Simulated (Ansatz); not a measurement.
## Electronic structure of CH8N2OZr in real space

```xyz
13

Zr    0.1525    0.1446   -0.3751
O     1.1924   -0.5575   -1.8353
C     0.0045   -1.4823    1.1729
H     0.9973   -1.8518    1.4614
N    -1.7811    0.5877   -0.8608
N     1.0261    1.7408    0.5422
H     1.5906   -0.9265   -2.6121
H    -0.4910   -1.1291    2.0869
H    -0.5722   -2.3434    0.8095
H    -2.2963    1.4276   -0.6371
H    -2.3739    0.0120   -1.4438
H     1.8753    2.2273    0.2920
H     0.6760    2.1501    1.3993
```

Core potentials replace the inner electrons of Zr.

These are results of RKS BHLYP-D4/def2-SVP in Ansatz 0.2.0, not measurements.

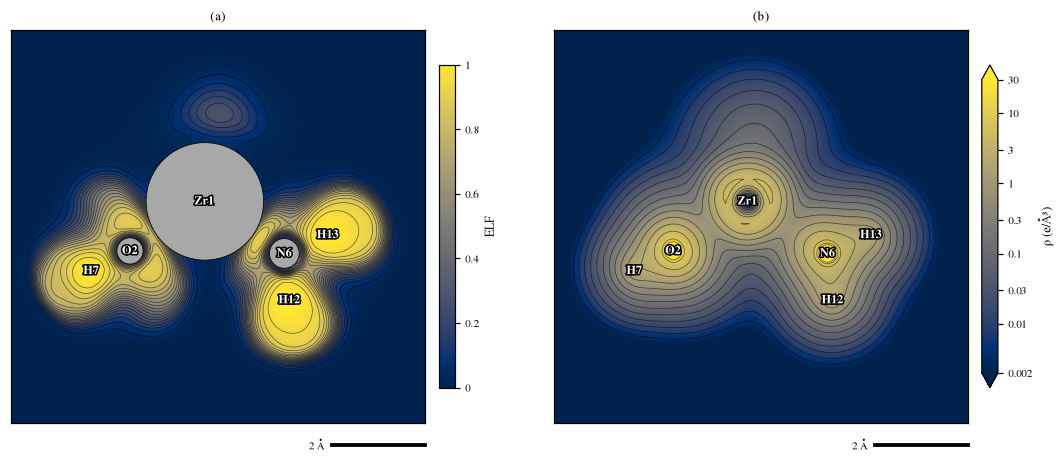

Figure 1. (a) electron localisation function; (b) electron density on the plane of atoms O2, Zr1 and N6. Grey discs cover the atomic cores in the ELF map.

Describe what can be read from this map.

The plane passes through Zr, O, N and H nuclei.
Zr–O (1.93 Å): the density is about 0.85 e/Å³ at the midpoint; the ELF peaks at about 0.80 in the valence shell of O, 0.5 Å from its nucleus, and drops to about 0.20 between the two atoms.
Zr–N (2.04 Å): the density is about 0.81 e/Å³ at the midpoint; the ELF peaks at about 0.90 in the valence shell of N, 0.6 Å from its nucleus, and is about 0.25 at the midpoint.
O–H (0.95 Å): ρ is about 3.8 e/Å³ halfway; the ELF climbs to about 1 towards the hydrogen, as it does in any bond to H; a covalent bond by its length.
N–H (1.01 Å): ρ at the midpoint is about 2.8 e/Å³; the ELF climbs to about 1 towards the hydrogen; an ordinary covalent bond to hydrogen.

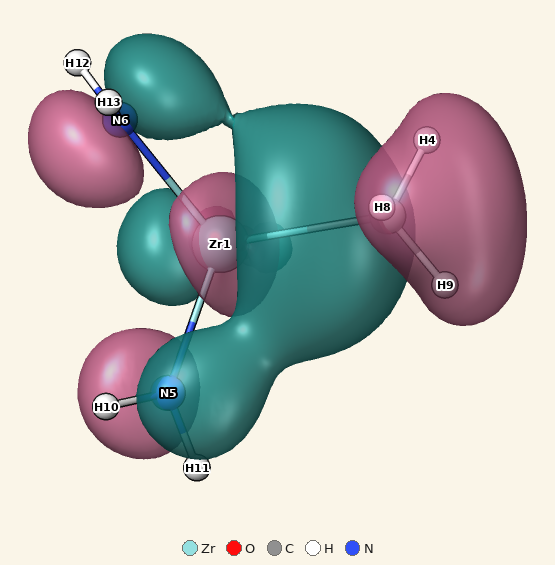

Figure 2. The HOMO at ±0.08 Å⁻³ᐟ² (teal and pink are the two phases), seen across its widest extent.

Where does this orbital lie, and at what energy?

It lies mainly on C3 (about 45 %), Zr1 (about 25 %), N5 (about 10 %) and N6 (about 5 %). Its energy is −7.91 eV.
